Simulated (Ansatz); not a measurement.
# Sr2IrS4, from a guessed structure to a relaxed one, part 2 of 2

Starting from a made-up structure for Sr2IrS4, the aim is the relaxed cell, its shortest contacts and, where a second run follows, its electronic structure.

Ansatz 0.2.0; DFT, PBE, plane-wave PAW, files of the set soft_1, scalar-relativistic, no spin, cell and ions relaxed at zero pressure; PAW set soft_1 (the session's first sound run).

So far: Set-up; Relaxation of the guess.

### Step 2. Relaxation of the guess (continued)

Step by step:

```
step  energy less that of the first step (eV)  largest force component (eV/Å)  pressure (GPa)  volume (Å³)
   1                                   0.0000                          0.1056            6.15       151.94
   2                                  -0.2009                          0.1194           -0.98       166.85
   3                                  -0.2168                          0.0410           -0.18       164.39
   4                                  -0.2173                          0.0025            0.03       163.96
   5                                  -0.2173                          0.0008           -0.01       164.01
  6*                                  -0.2188                          0.0009            0.00       164.01
```

Relaxation steps marked * repeat the geometry before them on a plane-wave basis chosen anew for their cell, so energy and pressure can jump there.

Forces are held to the 16 operations that the run works with; a distortion that breaks them can't arise in this run.

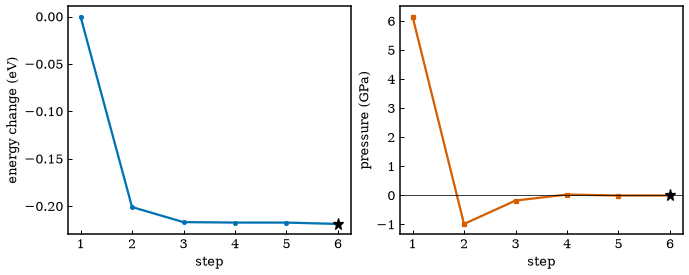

Energy and pressure along the relaxation. Stars mark steps on a basis chosen anew.

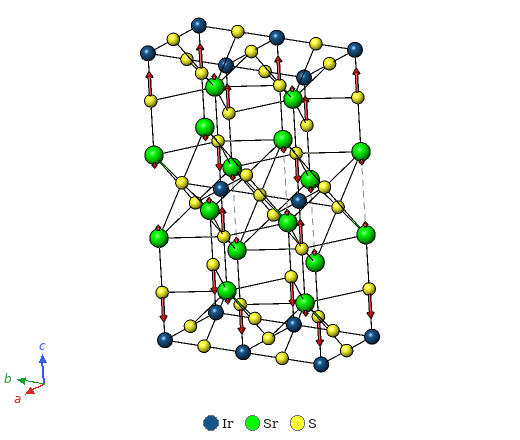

Displacements in the relaxation, exaggerated, measured against the changing cell; the longest in the cell stands for 0.04 Å. 1×2×1 conventional cells are drawn. Some periodic images of atoms are drawn too.

```csv
"conventional cell, symmetrised",before,after,change
a (Å),4.539,4.645,+2.3 %
b (Å),4.539,4.645,+2.3 %
c (Å),14.750,15.200,+3.1 %
volume (Å³/atom),21.71,23.43,+7.9 %
```

The atoms that moved most (Å, as changes of fractional coordinates times the final cell):

```csv
atom,dx,dy,dz,length
S4,0.000,0.000,-0.042,0.042
S5,0.000,0.000,0.042,0.042
Sr3,0.000,0.000,-0.011,0.011
Sr2,0.000,0.000,0.011,0.011
```

Numbers from this step:

```
free energy             : -22641.0643 eV
energy at zero smearing : -22641.0347 eV
smearing term TS        : 0.05912 eV
Fermi energy            : 7.893 eV
electrons               : 61
symmetry operations     : 16
pressure                : -0.003933 GPa
```

Shortest distances by pair of elements, guess and relaxed (not always the same contact):

```csv
pair,guess (Å),relaxed (Å)
Ir–S,2.269,2.323
S–Sr,2.791,2.928
S–S,3.210,3.285
Ir–Sr,3.854,3.946
Sr–Sr,4.266,4.375
```

The relaxation ends with a largest force component of 8.9e-4 eV/Å and a pressure of 0.00 GPa.

### Step 3. Bands of the relaxed cell

With the geometry fixed, one more self-consistent run, with a narrower smearing and the mesh shown in its input, gives the bands, and its pressure, and its forces where symmetry allows any, show how far the geometry depends on these settings.

This step: DFT, PBE, plane-wave PAW, files of the set soft_1, scalar-relativistic, no spin, bands and density of states at the relaxed cell; PAW set soft_1 (Ansatz 0.2.0).

Contents of input.yaml:

```yaml
crystal:
  lattice:
    - [-2.3227345732, 2.3227345732, 7.6001192538]
    - [2.3227345732, -2.3227345732, 7.6001192538]
    - [2.3227345732, 2.3227345732, -7.6001192538]
  atoms:
    - { symbol: Ir, position: [0.0, 0.0, 0.0] }
    - { symbol: Sr, position: [0.3560964209, 0.3560964209, 0.0] }
    - { symbol: Sr, position: [0.6439035791, 0.6439035791, 0.0] }
    - { symbol: S, position: [0.1634644152, 0.1634644152, 0.0] }
    - { symbol: S, position: [0.8365355848, 0.8365355848, 0.0] }
    - { symbol: S, position: [0.5, 0.0, 0.5] }
    - { symbol: S, position: [0.0, 0.5, 0.5] }
kpoints:
  mp_grid: { grid: [10, 10, 10] }
  band_path:
    path:
      - [[0.0, 0.0, 0.0], [0.0, 0.0, 0.5], [-0.04670123, 0.04670123, 0.5], [-0.27335062, 0.27335062, 0.27335062], [0.0, 0.0, 0.0], [0.5, 0.5, -0.5], [0.27335062, 0.72664938, -0.27335062], [0.0, 0.5, 0.0], [0.25, 0.25, 0.25], [0.5, 0.5, -0.04670123], [0.5, 0.5, -0.5]]
      - [[0.0, 0.0, 0.5], [0.25, 0.25, 0.25]]
    npoints: 7
scf:
  occupations: { method: fermi_dirac, width: 0.03 }
  n_extra_bands: 11
hamiltonian:
  xc: pbe
  pseudopotentials: { kind: paw, azcp: { folder: soft_1 } }
output:
  forces: true
  stress: true
  write_bands: true
  dos: { projected: true }
  write_density: true
  write_potential: true
  elf: true
  volumetric_format: npy
```

The run is started by

```console
ansatz run input.yaml --threads 4 --pin off --max-ram 10240MiB --backend cpu --events-out ev --progress --plain --runs-dir out
```

Numbers of over 12 decimals in the logs are rounded to 6 here.

The log of the run:

```text
[...]
Crystal: 7 atoms, lattice volume = 164.013 Å³
Basis set: ecut = 420 eV, 3193 PW (Γ), FFT grids on a1−a2, a2, a1+a3, exchange–correlation on 90×120×64 points (8 copies of the dense FFT grid, shifted against one another)
Bands: 42, of which v1, the nominal top of the filled ones, is band 31 counted from 1 (30 counted from 0)
Symmetry: 16 space group operations
[...]
k-points: 102 of 1000
[...]
SCF iter   1: F=—  HF=-22645.335331 eV  |F-HF|=—  |Δ(HF+E_count)|=         —  Δρ=6.80e-2  dr2=2.44e1  ethr=3.10e-3  ⟨swp⟩=10.6  Hψ=25889  notcnv=0  defer=9
[...]
SCF iter  11: F=-22641.043214 eV  HF=-22641.043214 eV  |F-HF|=6.15e-9  |Δ(HF+E_count)|=   1.88e-7  Δρ=3.10e-6  dr2=3.14e-8  ethr=1.64e-10  ⟨swp⟩=22.2  Hψ=42166  notcnv=0
SCF 1 converged in 11 iterations: F = -22641.043214 eV  dr2 = 3.14e-8
[...]
NSCF: frozen V_eff on 79 k-points
SCF converged after 11 iterations
Free energy (F): -22641.043214 eV
[...]
Internal energy: -22641.023083 eV  (E = F + TS)
E sigma→0 (E₀):  -22641.033148 eV
Entropy (-TS):   -0.020131 eV (-2.876 meV/atom)
Fermi energy:    7.914612 eV
[...]
--- Forces (eV/Å), atoms counted from 1 ---
  atom   1  Ir     0.00000000     0.00000000     0.00000000
  atom   2  Sr     0.00000000    -0.00000000     0.00190717
  atom   3  Sr    -0.00000000     0.00000000    -0.00190717
  atom   4  S      0.00000000     0.00000000     0.00610169
  atom   5  S      0.00000000     0.00000000    -0.00610169
  atom   6  S      0.00000000     0.00000000    -0.00000000
  atom   7  S     -0.00000000     0.00000000    -0.00000000
  max |Σ_I F_I| component: 1.41e-17 eV/Å
--- Stress (GPa, compression-positive) ---
       -0.196982       0.000000       0.000000
        0.000000      -0.196982       0.000000
       -0.000000       0.000000       0.082003
  P = ⅓ Tr σ = -0.1040 GPa (-1.040 kbar)
--- Band table (eV; the first three rows and the last of 102) ---
  k-point 0: bands = [... 27 lower, 7.3215, 7.3215, 7.3405, 7.4434, 7.4434, 8.0051, 10.9129, 11.8134, ... 7 higher]
  k-point 1: bands = [... 27 lower, 7.1134, 7.2300, 7.2441, 7.3963, 8.1309, 8.5115, 11.2805, 11.8741, ... 7 higher]
  k-point 2: bands = [... 27 lower, 7.0068, 7.0931, 7.1736, 7.5111, 9.2613, 9.5995, 11.8677, 12.1017, ... 7 higher]
  k-point 101: bands = [... 27 lower, 6.8280, 7.1622, 7.1622, 7.8843, 7.8843, 8.5681, 10.8362, 10.9023, ... 7 higher]
```

The job ended after 17 s (4 threads of Arm Neoverse V2, shared host; peak memory 0.84 GiB).

Numbers from this step:

| Property | Result |
| --- | --- |
| free energy | -22641.0432 eV |
| energy at zero smearing | -22641.0331 eV |
| smearing term TS | 0.02013 eV |
| Fermi energy | 7.915 eV |
| pressure | -0.1040 GPa |

bands.tsv at the labelled points (eV, zero at the Fermi level; the bands that come nearest the Fermi level along the path):

| point | band 27 | band 28 | band 29 | band 30 | band 31 | band 32 | band 33 | band 34 |
| --- | --- | --- | --- | --- | --- | --- | --- | --- |
| Γ | -1.08 | -0.59 | -0.59 | -0.57 | -0.47 | -0.47 | 0.09 | 3.00 |
| X | -0.30 | -0.11 | -0.09 | 0.20 | 0.21 | 2.50 | 3.91 | 4.22 |
| Y | -0.30 | -0.18 | -0.12 | 0.16 | 0.17 | 2.50 | 3.95 | 4.25 |
| S | -1.05 | -0.82 | -0.49 | -0.27 | 0.14 | 0.15 | 2.76 | 4.53 |
| Γ | -1.08 | -0.59 | -0.59 | -0.57 | -0.47 | -0.47 | 0.09 | 3.00 |
| Z | -1.50 | -1.09 | -0.75 | -0.75 | -0.03 | -0.03 | 0.65 | 2.92 |
| S1 | -1.05 | -0.82 | -0.49 | -0.27 | 0.14 | 0.15 | 2.76 | 4.53 |
| N | -1.07 | -1.02 | -0.53 | -0.27 | 0.16 | 0.19 | 2.73 | 4.78 |
| P | -0.63 | -0.11 | -0.05 | 0.20 | 0.20 | 2.38 | 4.38 | 4.38 |
| Y1 | -0.30 | -0.18 | -0.12 | 0.16 | 0.17 | 2.50 | 3.95 | 4.25 |
| Z | -1.50 | -1.09 | -0.75 | -0.75 | -0.03 | -0.03 | 0.65 | 2.92 |
| X | -0.30 | -0.11 | -0.09 | 0.20 | 0.21 | 2.50 | 3.91 | 4.22 |
| P | -0.63 | -0.11 | -0.05 | 0.20 | 0.20 | 2.38 | 4.38 | 4.38 |

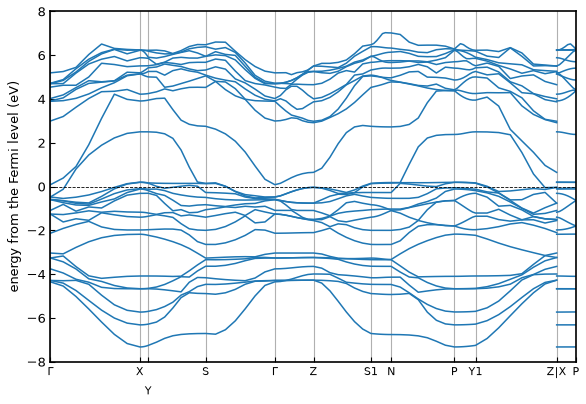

Bands along the path. 16 bands lie wholly below the window drawn.

States per cell as run, both spins, in windows of 1 eV, from dos.tsv (zero at the Fermi level):

```
from  to  total
  -8  -7   0.14
  -7  -6   1.37
  -6  -5   1.74
  -5  -4   6.55
  -4  -3   2.78
  -3  -2   2.16
  -2  -1   6.23
  -1   0   8.11
   0   1   2.00
   1   2   0.89
   2   3   1.43
   3   4   1.42
   4   5   6.02
```

Below -8 eV lie 32.0 more states.

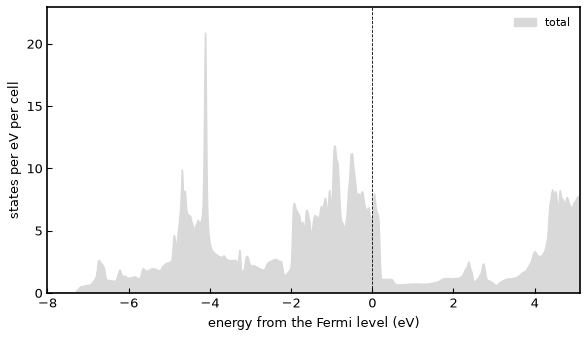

Total density of states, smoothed over about 0.04 eV.

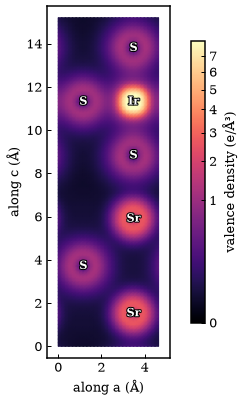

Valence density in the ac plane of the conventional cell at fractional y = 0.000, with atoms of Ir and Sr and S within 0.2 Å of it. It is the smooth field of the valence electrons, not physical close to the nuclei. The map starts off the cell's origin, so that atoms lie inside it. The colour scale is stretched toward low values.

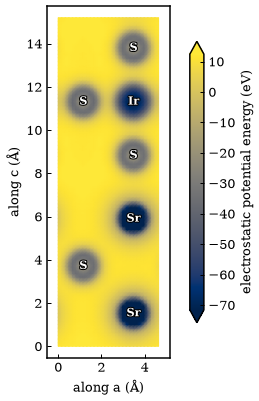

Electrostatic potential energy in the ac plane of the conventional cell at fractional y = 0.000, with atoms of Ir and Sr and S within 0.2 Å of it. With pseudopotentials it is smooth inside the atoms' cores, unlike the true potential. The map starts off the cell's origin, so that atoms lie inside it.

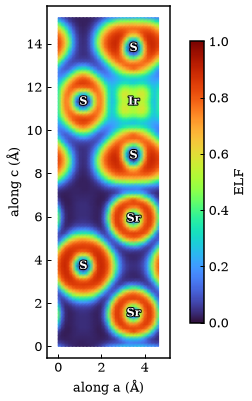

ELF in the ac plane of the conventional cell at fractional y = 0.000, with atoms of Ir and Sr and S within 0.2 Å of it. It is the smooth field of the valence electrons, not physical close to the nuclei. The map starts off the cell's origin, so that atoms lie inside it.

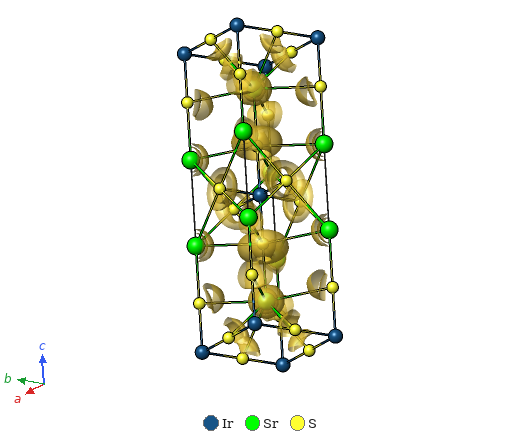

Surface of ELF = 0.81.

### Step 4. Outcome

```
space group, relaxed : I4/mmm
conventional cell    : a = 4.645, b = 4.645, c = 15.200 Å; α = 90.0°, β = 90.0°, γ = 90.0°
volume per atom      : 23.43 Å³ (guess 21.71)
```

What this shows: Sr2IrS4 relaxes to I4/mmm with a = 4.645, b = 4.645 and c = 15.200 Å. The guessed volume was 7 % too small. The space group I4/mmm was held in the relaxation, so the end point is a stationary structure within it and may be a saddle against distortions or other arrangements. Bands cross the Fermi level, so it is a metal or semimetal at this level. The electron count is odd, which forces that without spin polarisation or a larger cell. On the 10×10×10 mesh with the narrower smearing (relaxed on 8×8×8) the largest force component is 0.006 eV/Å and the largest stress component is 0.197 GPa, against the relaxation's thresholds of 0.015 eV/Å and 0.05 GPa. The cutoff wasn't tested. Spin-orbit coupling is left out, which can matter for elements this heavy. No dispersion term is used, so weakly bound directions may come out too long. The runs have no spin, and magnetism wasn't tested. Nothing here tests whether the compound is stable against decomposition.

[Logs are printed without paths, hosts, clocks, repeated set-up lines and the standing remarks that a program may print on its own settings, such as how far it seeks lower states.]

[Hosts, paths, dates, database ids (printed as entryN), source tags and the programs' standing remarks are cut or masked in the printed files.]
